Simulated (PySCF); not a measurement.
**Cl2H4N2Ti, SMILES `N[Ti](N)(Cl)Cl`: what the electrons do**

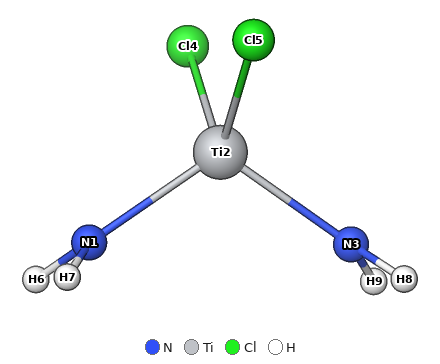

The molecule, with its atoms numbered as below. No frequency check shows the geometry to be a minimum.

Geometry (Å), atoms numbered from 1:

```
N1      -0.0021   -1.3281    1.5174
Ti2      0.0001   -0.2949    0.0001
N3       0.0027   -1.3276   -1.5176
Cl4     -1.7585    0.9411   -0.0008
Cl5      1.7580    0.9420    0.0015
H6      -0.8308   -1.7342    1.9538
H7       0.8255   -1.7394    1.9511
H8       0.8316   -1.7330   -1.9541
H9      -0.8247   -1.7278   -1.9619
```

## 1. Bonding charge

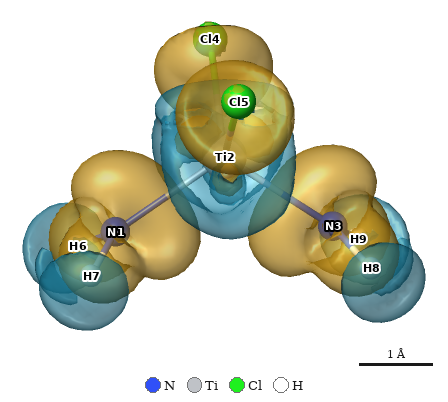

Deformation density (molecule less spherical, spin-averaged free atoms at the same positions), surfaces at ±0.05 e/Å³; yellow: gain, teal: loss.

Level of theory: B3LYP/def2-SVPD (PySCF), at a geometry from GFN2-xTB. This is a single-reference result, which may miss multireference character in this system.

Q: How much density has each bond gained at its critical point, relative to the free atoms?

A: N3–H8, N1–H6, N3–H9 and N1–H7: +0.75 e/Å³ at the bond critical point (bond length 1.02 Å). N1–Ti2 and Ti2–N3: +0.21 e/Å³ at the bond critical point (bond length 1.84 Å). Ti2–Cl5 and Ti2–Cl4: +0.10 e/Å³ at the bond critical point (bond length 2.15 Å). In all, 2.0 electrons gather in the regions of gain relative to the promolecule. A small or negative value marks a very polar bond, one between electron-rich atoms, whose free-atom densities already overlap strongly, a long bond to a heavier atom, or a closed-shell contact such as a hydrogen bond.

Q: Where do the Hirshfeld charges lie?

A: The highest Hirshfeld charge is on Ti2 (+0.50 e), the lowest on N1 and N3 (−0.32 e).

## 2. Bond critical points

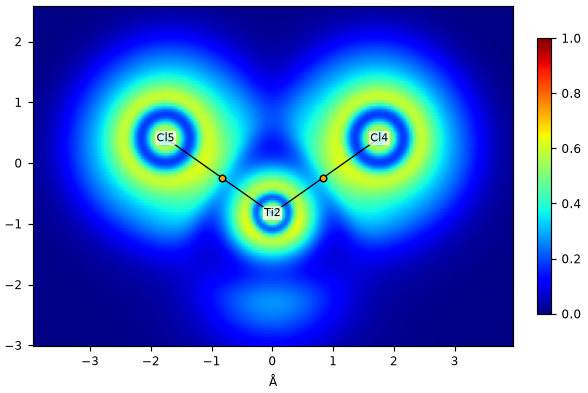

Localised orbital locator (LOL) in the plane of Ti2, Cl4 and Cl5, with bond paths and bond critical points (dots).

Q: What values does LOL take at the bond critical points in this plane?

A: Ti2–Cl5 and Ti2–Cl4: about 0.38. Values above 0.5 mark slow, localised electrons, as in shared pairs; low values at a critical point mark a polar or closed-shell contact whose critical point lies between the shells.

## 3. Local ionisation energy

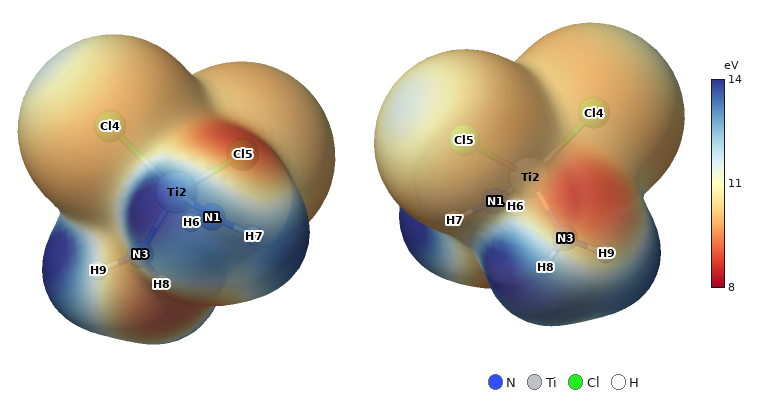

Average local ionisation energy on the surface of electron density 0.001 a.u. (back view left, front view right).

Q: Locate the minima of the map.

A: The lowest value is 8.8 eV, over N1, off the plane of its three bonds (2.0 Å), and at like points elsewhere. Further minima include 9.9 eV, 2.1 Å from Cl5, and at like points elsewhere. For comparison, the highest occupied orbital lies at −7.2 eV.

## 4. In an electric field

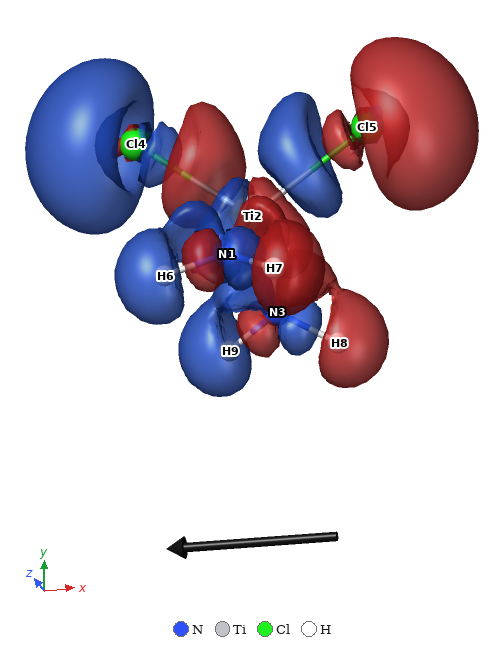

Change of the electron density in a uniform field of 0.21 V/Å along −x (arrow), surfaces at ±0.0015 e/Å³ (red: gain, blue: loss).

PySCF calculation, B3LYP/def2-SVPD, gas phase; geometry: GFN2-xTB. This is a single-reference result, which may miss multireference character in this system.

The field was applied in both directions; the picture shows the one opposite to the script's first.

Q: What dipole is induced, and what polarisability does it imply?

A: The induced dipole is 0.90 D (along the field); α along this axis, from the fields in both directions, is 89 bohr³ (13.1 Å³).

## 5. Removing or adding an electron

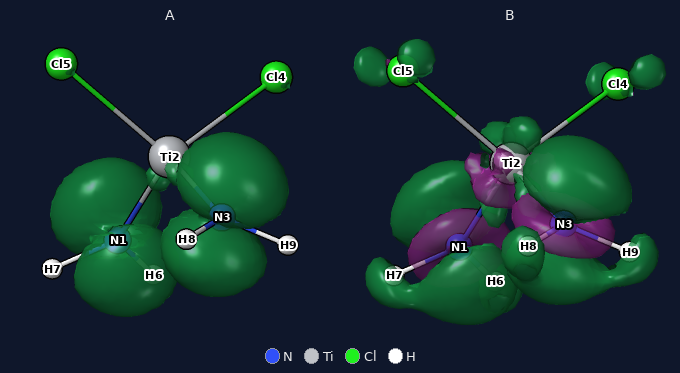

The Fukui function f⁻ from two separate SCF calculations and the density of the HOMO, at ±0.03 e/Å³ (green positive, purple negative).

Method: B3LYP/def2-SVPD; geometry: GFN2-xTB; program: PySCF. This is a single-reference result, which may miss multireference character in this system.

Q: Which panel is which, and how good is the frozen-orbital picture?

A: B is f⁻ (it has negative regions), A the HOMO density. The HOMO lies on N1 and N3 (36 % each) and Ti2 (9 %); f⁻ (Hirshfeld-condensed) is largest on N1 and N3 (0.19 each) and Cl4 and Cl5 (0.14 each); the vertical ionisation energy is 9.18 eV (the stability of the cation's solution wasn't checked). Relaxation shifts 35 % of the electron between atoms. The orbital energy is −7.17 eV.

The PySCF runs shown took 45 s, 2.1 min and 2.2 min on 1 thread of Arm Neoverse N1, with other jobs on the host.
